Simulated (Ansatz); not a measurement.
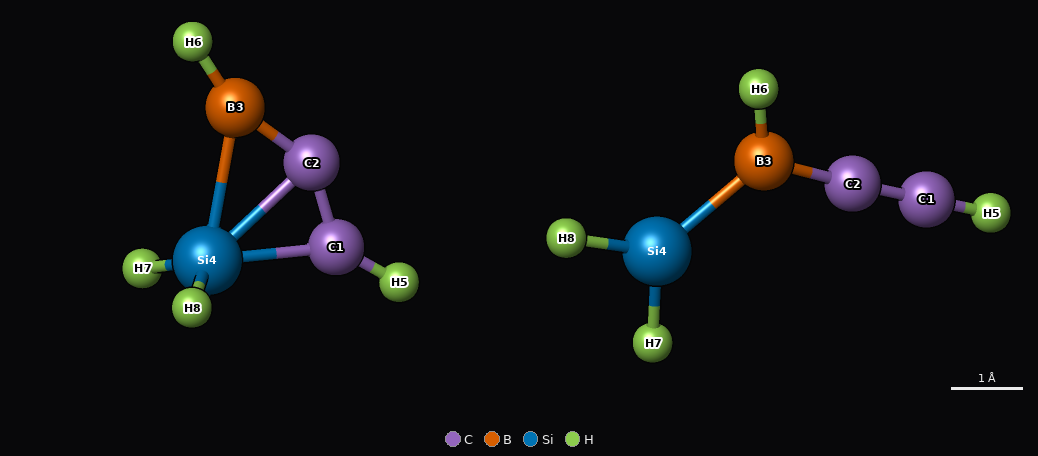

Two geometries of C2H4BSi (charge +1), drawn at one scale. One is the start of a relaxation, the other its converged end. The picture is a ball-and-stick view, seen at a tilt.

Theory: RKS PBE0-D4/def2-TZVP (Ansatz). Settings: force threshold 0.005 eV/Å; at most 200 steps.

Question: Which one is relaxed?

Answer: The left one is the relaxed one. The atom that moves furthest after the best rigid fit is H8 (2.28 Å). By element the largest moves are H 2.28 Å, C 1.28 Å, Si 1.06 Å, B 0.77 Å. Some distances before and after: C1–Si4 4.079 → 1.890 Å, C2–Si4 3.004 → 2.023 Å, B3–Si4 1.976 → 2.229 Å, C1–C2 1.214 → 1.299 Å. New bonds form, among them: C1–Si4 (4.08 → 1.89 Å). Bond angles that change, for instance: C2–B3–Si4 120.0° → 62.8°, C2–C1–H5 179.7° → 137.5°, C2–B3–H6 118.8° → 159.9°. After 28 accepted moves (30 points after the start) the energy has fallen by 1.115 eV. Largest force component: 1.3 eV/Å at the start, 0.0046 eV/Å at the end. The line search rejected the trial steps at points 3, 25 of the run. Cost: 65 s on 2 threads of Intel Xeon Platinum 8488C, on a shared host.
